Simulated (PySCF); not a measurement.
SMILES N#CCCCC (C5H9N) at its GFN2-xTB optimised geometry (Å):

```
15

C      2.0591     1.4315     0.0823
C      1.5115     0.0105     0.0416
C     -0.0150    -0.0009     0.0402
C     -0.5636    -1.4328     0.0000
C     -2.0033    -1.4328     0.0000
N     -3.1463    -1.4131    -0.0001
H      1.7210     1.9960    -0.7839
H      1.7205     1.9458     0.9790
H      3.1463     1.4211     0.0824
H      1.8792    -0.4944    -0.8552
H      1.8780    -0.5442     0.9089
H     -0.3846     0.5512    -0.8270
H     -0.3858     0.5022     0.9364
H     -0.2171    -1.9462    -0.9019
H     -0.2170    -1.9960     0.8716
```

Computed with PBE0/def2-TZVP in PySCF 2.14.0. Cells within 0.4 Å of a nucleus heavier than hydrogen are left out (blank, or x).

Map of the deformation density (molecule minus spherical neutral atoms) (e/bohr³) on the plane z = 0.0 Å:

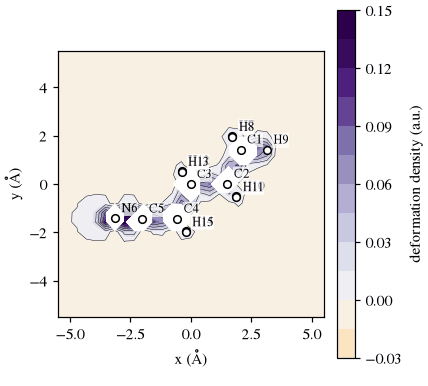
Figure: Deformation density (molecule minus spherical neutral atoms) (e/bohr³) on the plane z = 0.0 Å.
